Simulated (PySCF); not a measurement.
## Electronic structure of C$_{5}$H$_{15}$NSi$_{2}$ in real space

```xyz
23

C    -3.3867   -0.4446   -0.4867
C    -2.0171   -0.6066    0.1559
C    -0.9594    0.3409   -0.4105
Si    0.7288    0.1727    0.4024
C     1.5594   -1.4993    0.0791
C     3.0868   -1.2928    0.0353
Si    3.4290    0.3948   -0.7521
N     1.9462    1.2026   -0.3162
H    -3.7724    0.5779   -0.3452
H    -3.3412   -0.6308   -1.5717
H    -4.1232   -1.1421   -0.0580
H    -2.1041   -0.4515    1.2460
H    -1.6791   -1.6511    0.0340
H    -0.8331    0.1774   -1.4957
H    -1.2962    1.3885   -0.3017
H     0.5536    0.4340    1.8733
H     1.2686   -2.2674    0.8143
H     1.1948   -1.8548   -0.9010
H     3.6061   -2.1170   -0.4802
H     3.4958   -1.2598    1.0599
H     4.6439    1.0663   -0.1875
H     3.6381    0.3076   -2.2362
H     1.8233    2.2037   -0.4163
```

Geometry: PBE0-D3(BJ)/def2-SVP.

Method: PBE0/pcSseg-1, SCF density, gas phase, non-relativistic in PySCF.

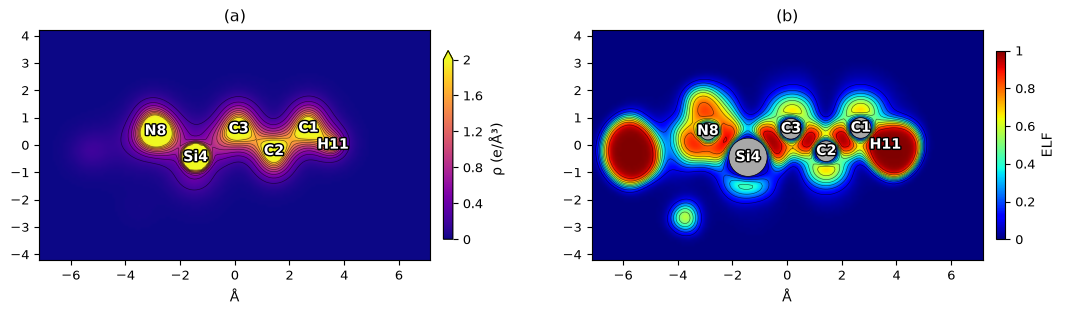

Figure 1. (a) total electron density; (b) ELF on the plane of atoms C1, C2 and C3. Grey discs cover the atomic cores in the ELF map.

Read the bonding off the picture.

Atoms in the plane: C, Si, N and H.
C–C (1.52 Å): the density is about 1.6 e/Å³ at the midpoint; the ELF peaks at about 0.95 between the atoms: a shared electron pair.
Si–N (1.75 Å): ρ at the midpoint is about 1 e/Å³; the ELF peaks at about 0.90 between the atoms (a shared but strongly polarised pair).
C–Si (1.88 Å): ρ at the midpoint is about 0.96 e/Å³; the ELF peaks at about 0.95 between the atoms; localised, covalent bonding.
C–H (1.10 Å): ρ is about 1.9 e/Å³ halfway; the ELF climbs to about 1 towards the hydrogen, as it does in any bond to H: a covalent bond by its length.

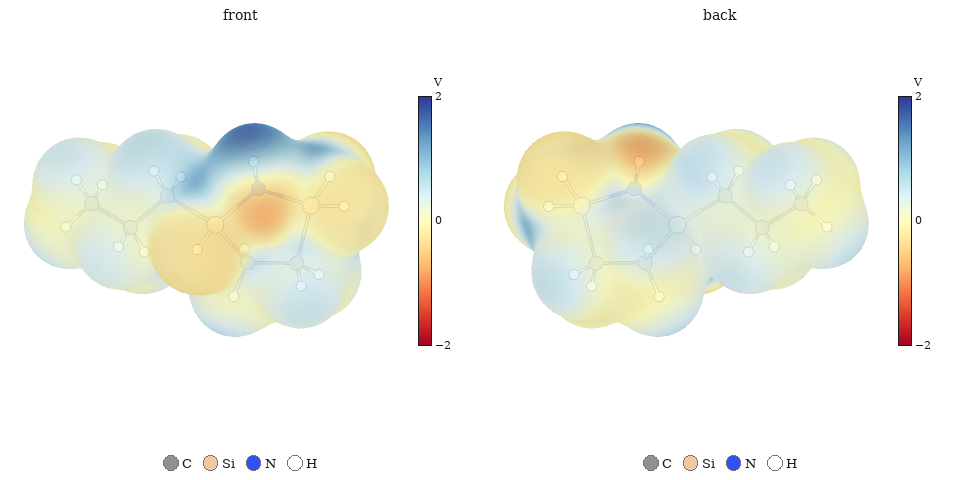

Figure 2. The electrostatic potential painted on the density surface at 0.002 e/bohr³, seen from the front and from behind; red is negative and blue positive.

Describe the electrostatic potential map.

The most negative region (about −0.7 V) lies over N8, the most positive (about +1.6 V) over H23.
